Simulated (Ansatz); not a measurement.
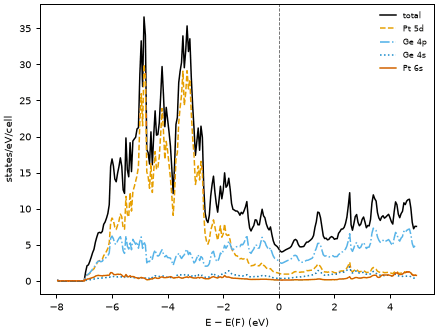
Fig. 1. Total and projected density of states of Ge3Pt2 in space group Pnma (No. 62; Pearson symbol oP20), r²SCAN in the plane-wave PAW code Ansatz

Which orbitals carry the states next to the Fermi level?

Within 0.5 eV of the Fermi level: Ge 4p 62 %, Pt 5d 23 %, Ge 4s 8 %. Projections are on Löwdin-orthogonalised atomic valence shells; empty p or d shells of many metals are not among them.

Where is the tallest occupied peak in this window, and what makes it?

Near -4.8 eV, about 37 states/eV per cell; the largest projected share is Pt 5d.

The workflow started from a Materials Project entry (that database holds measured and hypothetical structures alike); the Crystallography Open Database copy checked does not list it. Whether it is the stable phase at ambient conditions was not checked. The cell was relaxed with r²SCAN under the symmetry of its start; its stability against distortions is not shown here. No spin polarisation was allowed. Scalar-relativistic: spin–orbit coupling is off unless named, which matters more the heavier the elements.

Potentials: the later of the program's two PAW sets.
